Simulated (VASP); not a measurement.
Band structure of BaHfO3 (cubic perovskite). Method: PBE GGA with D3 dispersion (zero damping), VASP's PBE PAW potentials (set 64) (plane waves; VASP 6.6.1).

Unless said otherwise, spin-orbit coupling is left out, though it shifts the bands of the heavy elements here.

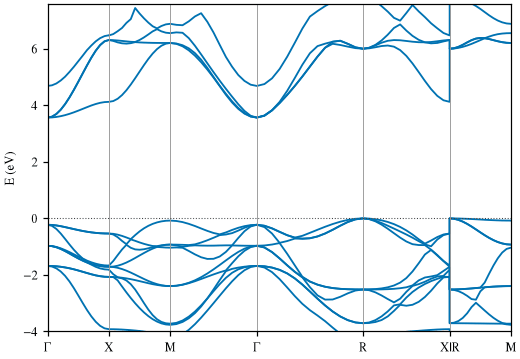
Figure: Bands along high-symmetry lines, zero at the valence-band maximum or, without a gap, the Fermi level

Task: Read the plot: is there a gap, and where are the band edges?

Result: The gap is indirect, 3.57 eV, from the valence maximum at R to the conduction minimum at Γ. (Edges off the drawn lines would not show.)

The compound is BaHfO3 in the cubic perovskite structure. It was relaxed first.
